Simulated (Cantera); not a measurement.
A closed system holds: 1 mol Si3N4, 18 mol NF3, 2.2 mol N2, held at 1.00 bar.

Method: chemical equilibrium by Gibbs-energy minimisation in Cantera with the NASA 1993 tables (ideal gas, pure condensed phases). Candidate condensed phases: Si, Si3N4; 16 gas species. The numbers say what is thermodynamically allowed, not how fast it happens.

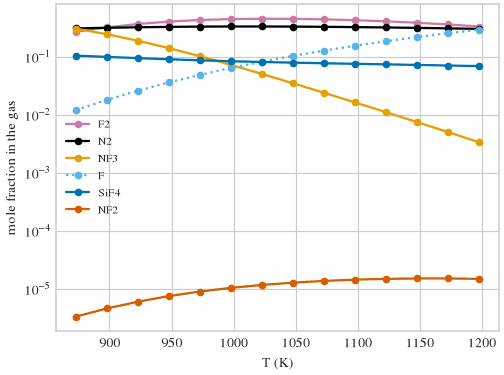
*Equilibrium gas composition (values under 1e-9 drawn at 1e-9)*

Read off the mole fractions at 948 K.

F2 about 0.40, N2 about 0.33, NF3 about 0.14, SiF4 about 0.091, F about 0.036, NF2 about 7.5e-6.
